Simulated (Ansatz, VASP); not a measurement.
# InAs: VASP beside Ansatz

Aim: how closely do two programs agree when they are given the same cell, functional and k mesh? Valence electrons are named where the data sets of a main pair hold unlike numbers.

Main program and level: Ansatz 0.2.0; plane waves, with VASP 6.6.1 beside it; band structure at HSE06.

### Step 1. The starting structure

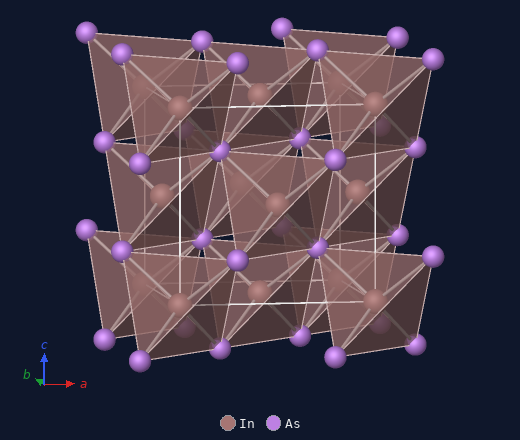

The starting structure, seen slightly off an axis (indium brown, arsenic purple). This picture shows the conventional cell, with its axes. Some periodic images of atoms are drawn too.

Structure file:

```cif
data_structure
_symmetry_space_group_name_H-M 'P 1'
_symmetry_Int_Tables_number 1
_cell_length_a 4.2837
_cell_length_b 4.2837
_cell_length_c 4.2837
_cell_angle_alpha 60.000
_cell_angle_beta 60.000
_cell_angle_gamma 60.000
_cell_volume 55.58
loop_
_atom_site_label
_atom_site_type_symbol
_atom_site_fract_x
_atom_site_fract_y
_atom_site_fract_z
_atom_site_occupancy
In1 In 0.00000 0.00000 0.00000 1
As2 As 0.25000 0.25000 0.25000 1
```

### Step 2. Ansatz: band structure, HSE06

Ansatz runs on its default PAW (the set named soft_2) files.

The same path points are solved in both programs, so levels can be compared one by one.

input.yaml reads:

```yaml
crystal:
  lattice:
    - [0.0, 3.029, 3.029]
    - [3.029, 0.0, 3.029]
    - [3.029, 3.029, 0.0]
  atoms:
    - { symbol: In, position: [0.0, 0.0, 0.0] }
    - { symbol: As, position: [0.25, 0.25, 0.25] }
hamiltonian:
  xc: { exchange: pbe, correlation: pbe, exx: { coeff: 0.25, omega: 0.2 } }
  pseudopotentials: { kind: paw }
kpoints:
  mp_grid: { grid: [4, 4, 4] }
  band_path:
    path:
      - [0.0, 0.0, 0.0]
      - [0.5, 0.0, 0.5]
      - [0.5, 0.2, 0.7]
      - [0.4, 0.35, 0.75]
      - [0.15, 0.15, 0.3]
      - [0.2, 0.2, 0.2]
      - [0.55, 0.4, 0.55]
      - [0.6, 0.25, 0.65]
      - [0.5, 0.25, 0.75]
      - [0.5, 0.5, 0.5]
      - [0.375, 0.375, 0.75]
      - [0.5, 0.0, 0.5]
    npoints: 1
scf:
  occupations: { method: gaussian, width: 0.02 }
  n_extra_bands: 7
output:
  forces: true
  stress: true
  eigenvalues: true
  write_density: true
  write_potential: true
  elf: true
  volumetric_format: npy
```

On the command line:

```
ansatz run input.yaml --threads 4 --pin off --max-ram 9216MiB --backend cpu --events-out ev --progress --plain --runs-dir out
```

Numbers of over 12 decimals in the logs are rounded to 6 here.

The log of the run:

```text
Warning: output.stress: scf.convergence.dr2_threshold = 1e-7 eV (the SCF's general default) is looser than the 2e-10 eV advised for a printed stress (1e-10 eV for each atom of the cell: 2). What an SCF threshold leaves in a stress goes as its square root, and in the free energy as the threshold itself, and one threshold admits the most on a small cell: [figures from the program's tests cut] Set scf.convergence.dr2_threshold to 2e-10 eV or tighter. The threshold is an SCF's pass mark: one that does not reach it within its budget of iterations ends unconverged, or closes short of it on a stop that the run arms, and scf.convergence.dr2_threshold's page says what that costs each kind of run
Warning: output.stress: scf.exx.energy_threshold = 1e-6 eV is looser than the 2e-8 eV advised for a stress under a hybrid functional (1e-8 eV for each atom of the cell: 2). Every SCF of the exchange loop can meet its threshold on dr2 while the loop round them stops early: no threshold on dr2 bounds what that leaves in the stress. Set scf.exx.energy_threshold to 2e-8 eV or tighter. The threshold is the loop's pass mark: a loop that does not reach it within its budget of cycles ends unconverged, and scf.exx.energy_threshold's page has the law
scf.n_extra_bands = 7 over 14 filled bands (N_el = 28.0): the run solves 21 bands
Engine: ansatz 0.2.0, aarch64-unknown-linux-gnu
Pseudopotentials: kind: paw
Pseudopotential: In, paw, valence charge 13, recommended cutoff 420 eV (normal), In.paw.azcp
Pseudopotential: As, paw, valence charge 15, recommended cutoff 420 eV (normal), As.paw.azcp
Functional definition: unnamed
  parameter a_1 = 0.25
  parameter omega_1 = 0.2/angstrom
  exchange = pbe_x + (-a_1)*pbe_x_sr(omega_1) + a_1*exact_x_sr(omega_1)
  correlation = pbe_c
Crystal: 2 atoms, lattice volume = 55.581 Å³
Basis set: ecut = 420 eV, 1067 PW (Γ), exchange–correlation on 60×60×60 points (8 copies of the dense FFT grid, shifted against one another)
Bands: 21, of which v1, the nominal top of the filled ones, is band 14 counted from 1 (13 counted from 0)
Symmetry: 24 space group operations
Space group: F-43m (ITA 216), of the structure as read, at distance tolerance 3.8e-5 Å
k-points: 8 of 64 (time reversal used)
Non-local potential: In, projectors of the file, l = 0: 2, l = 1: 2, l = 2: 2, l = 3: 2
Non-local potential: As, projectors of the file, l = 0: 2, l = 1: 2, l = 2: 3, l = 3: 1
PAW form: soft (Blöchl's): semilocal exchange-correlation on the pseudo side does not see the compensation charge
PAW frozen core: In, regenerated for the run's functional, and the local potential with it (the file was generated under x = pbe(κ = 0.804, μ = 0.219515), c = pbe(β = 0.066725))
PAW frozen core: As, regenerated for the run's functional, and the local potential with it (the file was generated under x = pbe(κ = 0.804, μ = 0.219515), c = pbe(β = 0.066725))
PAW one-centre angular grid: In, 590 points (default); XC on 64 Gauss nodes
PAW one-centre angular grid: As, 590 points (default); XC on 64 Gauss nodes
Initial density: superposition of atomic densities (neutral atoms: chi_scale 0, normalization atom), corrected by the library's trained network
Initial wavefunctions: pseudopotential atomic-orbital guess
Functional: x = pbe(κ = 0.804, μ = 0.219515), c = pbe(β = 0.066725), warm-up for x = pbe(κ = 0.804, μ = 0.219515) + 0.25 (exact − pbe) at short range (hse, ω = 0.2 Å⁻¹), c = pbe(β = 0.066725)
SCF iter   1: F=—  HF=-10454.296147 eV  |F-HF|=—  |Δ(HF+E_count)|=         —  Δρ=1.44e-3  dr2=2.07e-3  ethr=1.77e-3  ⟨swp⟩=13.4  Hψ=808  notcnv=0
preconditioner: auto → none  [insulator: Δε(μ)=0.914 eV  Ē_g=17.051 eV  σ=0.020 eV  W_gap=0.67  n_scr=14 (ndim 8)  ℏωp=21.1 eV  f_vac=0.107  D(μ)=2.41/eV (n_scr^D=14)]
iter 2 solved again at ethr=5.10e-7 eV; its pass at ethr=7.39e-6 eV (dr2=1.43e-4 eV) is discarded
SCF iter   2: F=—  HF=-10454.295749 eV  |F-HF|=—  |Δ(HF+E_count)|=   3.98e-4  Δρ=4.00e-4  dr2=1.43e-4  ethr=5.10e-7  ⟨swp⟩=2.5  Hψ=837  notcnv=0  defer=2
SCF iter   3: F=—  HF=-10454.295714 eV  |F-HF|=—  |Δ(HF+E_count)|=   3.52e-5  Δρ=1.48e-4  dr2=9.18e-6  ethr=5.09e-7  ⟨swp⟩=3.2  Hψ=363  notcnv=0  defer=1
SCF iter   4: F=—  HF=-10454.295738 eV  |F-HF|=—  |Δ(HF+E_count)|=   2.42e-5  Δρ=2.40e-5  dr2=3.40e-7  ethr=3.28e-8  ⟨swp⟩=3.6  Hψ=365  notcnv=0
SCF iter   5: F=—  HF=-10454.295738 eV  |F-HF|=—  |Δ(HF+E_count)|=   2.96e-7  Δρ=1.02e-5  dr2=2.62e-8  ethr=1.21e-9  ⟨swp⟩=3.6  Hψ=383  notcnv=0
SCF iter   6: F=—  HF=-10454.295738 eV  |F-HF|=—  |Δ(HF+E_count)|=   1.03e-7  Δρ=2.97e-6  dr2=4.15e-9  ethr=9.37e-11  ⟨swp⟩=4.0  Hψ=394  notcnv=0
SCF iter   7: F=-10454.295738 eV  HF=-10454.295738 eV  |F-HF|=1.00e-10  |Δ(HF+E_count)|=   1.08e-9  Δρ=5.40e-7  dr2=2.40e-10  ethr=1.48e-11  ⟨swp⟩=3.9  Hψ=379  notcnv=0
SCF 1 converged in 7 iterations: F = -10454.295738 eV  dr2 = 2.40e-10
  greatest PAW one-centre occupation: 0.999 electrons in one spin orbital (limit 2), on the As atom at site 1 (counted from 0), in its partial waves of l = 2
Initial density: handed on by an earlier stage of this run
Initial wavefunctions: those handed on with the density
Functional: x = pbe(κ = 0.804, μ = 0.219515) + 0.25 (exact − pbe) at short range (hse, ω = 0.2 Å⁻¹), c = pbe(β = 0.066725)
Exchange kernel: α = 0.2500, screened, ω = 0.2000 Å⁻¹, Wigner–Seitz truncation, v(0) = 1113.5170 eV·Å³, q-mesh 4×4×4, nearest image of the exchange supercell L = 17.13 Å, pair-density grid 18×18×18, without the augmentation charges, whose exchange is taken in its separable form by FFT convolution over the k-point mesh (sized by the pseudopotential files, 24×24×24 at the most), smooth part of the exact exchange by density-matrix convolution
Frozen-core exchange: fock
iter 1 solved again at ethr=4.16e-5 eV; its pass at ethr=1.00e-1 eV (dr2=1.16e-2 eV) is discarded
SCF iter   1: F=—  HF=-10459.539617 eV  |F-HF|=—  |Δ(HF+E_count)|=         —  Δρ=6.63e-3  dr2=1.38e-2  ethr=4.16e-5  ⟨swp⟩=5.2  Hψ=966  notcnv=0
preconditioner: auto → none  [insulator: Δε(μ)=0.394 eV  Ē_g=19.136 eV  σ=0.020 eV  W_gap=1.00  n_scr=14 (ndim 8)  ℏωp=21.1 eV  f_vac=0.105  D(μ)=0.00/eV (n_scr^D=0)]
[...]
SCF iter   3: F=—  HF=-10459.531005 eV  |F-HF|=—  |Δ(HF+E_count)|=   1.35e-4  Δρ=9.06e-4  dr2=1.29e-3  ethr=5.78e-6  ⟨swp⟩=2.0  Hψ=303  notcnv=0
SCF iter   4: F=—  HF=-10459.531006 eV  |F-HF|=—  |Δ(HF+E_count)|=   1.58e-6  Δρ=2.31e-4  dr2=1.08e-3  ethr=7.43e-7  ⟨swp⟩=3.4  Hψ=365  notcnv=0
SCF iter   5: F=—  HF=-10459.541705 eV  |F-HF|=—  |Δ(HF+E_count)|=   1.07e-2  Δρ=8.09e-4  dr2=2.36e-4  ethr=6.98e-8  ⟨swp⟩=5.0  Hψ=631  notcnv=0
SCF iter   6: F=—  HF=-10459.541630 eV  |F-HF|=—  |Δ(HF+E_count)|=   7.47e-5  Δρ=6.18e-5  dr2=1.90e-5  ethr=6.98e-8  ⟨swp⟩=4.0  Hψ=402  notcnv=0
SCF iter   7: F=-10459.541760 eV  HF=-10459.541763 eV  |F-HF|=3.03e-6  |Δ(HF+E_count)|=   1.33e-4  Δρ=1.07e-4  dr2=5.74e-6  ethr=2.43e-9  ⟨swp⟩=5.1  Hψ=609  notcnv=0
SCF 2 stopped early in 7 iterations: F = -10459.541760 eV  dr2 = 5.74e-6
hybrid outer 1: dexx = +1.220e-2 eV, tail = 7.60e-5 eV
Exchange kernel: α = 0.2500, screened, ω = 0.2000 Å⁻¹, Wigner–Seitz truncation, v(0) = 1113.5170 eV·Å³, q-mesh 4×4×4, nearest image of the exchange supercell L = 17.13 Å, pair-density grid 18×18×18, without the augmentation charges, whose exchange is taken in its separable form by FFT convolution over the k-point mesh (sized by the pseudopotential files, 24×24×24 at the most), smooth part of the exact exchange by density-matrix convolution
Frozen-core exchange: fock
SCF iter   1: F=—  HF=-10459.541958 eV  |F-HF|=—  |Δ(HF+E_count)|=         —  Δρ=6.06e-5  dr2=1.83e-6  ethr=1.36e-6  ⟨swp⟩=4.9  Hψ=359  notcnv=0
preconditioner: auto → none  [insulator: Δε(μ)=0.567 eV  Ē_g=19.120 eV  σ=0.020 eV  W_gap=1.00  n_scr=14 (ndim 8)  ℏωp=21.1 eV  f_vac=0.107  D(μ)=0.00/eV (n_scr^D=0)]
SCF iter   2: F=—  HF=-10459.541959 eV  |F-HF|=—  |Δ(HF+E_count)|=   2.30e-7  Δρ=2.26e-5  dr2=8.93e-7  ethr=4.08e-9  ⟨swp⟩=4.0  Hψ=498  notcnv=0
SCF iter   3: F=—  HF=-10459.541959 eV  |F-HF|=—  |Δ(HF+E_count)|=   3.56e-8  Δρ=5.18e-6  dr2=7.21e-7  ethr=6.50e-10  ⟨swp⟩=3.0  Hψ=361  notcnv=0
SCF iter   4: F=—  HF=-10459.541976 eV  |F-HF|=—  |Δ(HF+E_count)|=   1.70e-5  Δρ=1.06e-5  dr2=1.33e-7  ethr=2.92e-11  ⟨swp⟩=5.4  Hψ=630  notcnv=0  defer=2
SCF iter   5: F=-10459.541976 eV  HF=-10459.541976 eV  |F-HF|=1.52e-9  |Δ(HF+E_count)|=   5.47e-8  Δρ=2.22e-6  dr2=9.72e-9  ethr=2.92e-11  ⟨swp⟩=4.0  Hψ=466  notcnv=0
SCF 3 converged in 5 iterations: F = -10459.541976 eV  dr2 = 9.72e-9
  Residual-converged pass: ⟨swp⟩=2.0  Hψ=258  notcnv=0  max |occ|·‖R‖ = 2.2e-6 eV (tolerance 2.4e-6 eV)  dr2=9.73e-9  dr2_onsite=4.43e-10  max |Δocc| = 1.2e-96
hybrid outer 2: dexx = +8.494e-7 eV, tail = 3.79e-8 eV, Δε = 3.27e-3 eV (about 1.47e-4 eV left of the loop's levels)
NSCF: frozen V_eff on 12 k-points
hybrid SCF converged: 2 outer / 12 inner (+7 warm-up), last move |dexx| = 8.49e-7 eV, tail = 3.79e-8 eV
Stability not checked: this state was not tested for a lower state beside it, because the functional holds exact exchange (a hybrid, or Hartree-Fock), whose exchange loop this test does not read (fock_operator; see scf.lower_state_search)
Free energy (F): -10459.541976 eV
Frozen-core exchange: fock
Harris-Foulkes:  -10459.541976 eV  (|F-HF|=1.52e-9)
Internal energy: -10459.541976 eV  (E = F + TS)
E sigma→0 (E₀):  -10459.541976 eV
Fermi energy:    7.675575 eV
--- Per-component energies (eV) ---
  E_band       = -379.238117
  E_kinetic    = 346.684276
  E_local      = -3285.565616  (includes V_loc(G=0)·N_el)
  E_nonlocal   = -303.381137
  E_hartree    = 1592.373284
  E_xc         = -234.327259
  E_vxc        = -142.543619  (∫ρ·V_xc dr)
  E_exx        = -94.066836  (= α·E_x^exact, valence–valence)
  E_paw        = -5962.391909  (= ΣΔE_a)
  E_vpaw       = 8.951664  (= ΣTr[D̂ρ^β])
  E_aug_tail   = 0.000035  (compensation charges beyond the density's cutoff)
  E_ewald      = -2518.619559
  E_core_change = -0.247254  (= ΣΔE_core)
  E_smearing   = -0.000000  (= −TS)
  E_closure    = 0.000000  (closes the sum)
  Σ components = -10459.541976   (vs F -10459.541976, Δ=0.00e0)
--- Forces (eV/Å), atoms counted from 1 ---
  atom   1  In     0.00000000    -0.00000000     0.00000000
  atom   2  As    -0.00000000     0.00000000     0.00000000
  max |Σ_I F_I| component: 2.68e-16 eV/Å
--- Stress (GPa, compression-positive) ---
        1.659610       0.000000      -0.000000
       -0.000000       1.659610       0.000000
       -0.000000       0.000000       1.659610
  P = ⅓ Tr σ = 1.6596 GPa (16.596 kbar)
--- Band table (eV; the first three rows and the last of 8) ---
  k-point 0: bands = [... 10 lower, -5.5766, 7.3913, 7.3913, 7.3913, 7.9591, 12.0712, 12.0712, 12.0712, ... 3 higher]
  k-point 1: bands = [... 10 lower, -4.9251, 3.4978, 6.7821, 6.7821, 9.3720, 12.8293, 12.8293, 13.4237, ... 3 higher]
  k-point 2: bands = [... 10 lower, -3.9777, 1.1597, 6.3250, 6.3250, 9.0671, 12.8597, 12.8597, 15.1159, ... 3 higher]
  k-point 7: bands = [... 10 lower, -3.3223, 1.2559, 4.2090, 4.3230, 12.3975, 12.5412, 13.2847, 14.2549, ... 3 higher]
```

Run time: 23 s. Hardware: 4 threads of Arm Neoverse V1, shared host; peak memory 0.89 GiB; 84 s of CPU time.

[end of part 1 of 2]

[Lines on the potential files, build, host, timing and source positions are cut from VASP's logs without a mark.]

[Logs are printed without paths, hosts, clocks, repeated set-up lines and the standing remarks that a program may print on its own settings, such as how far it seeks lower states.]

[Hosts, paths, dates, database ids (printed as entryN), source tags and the programs' standing remarks are cut or masked in the printed files.]
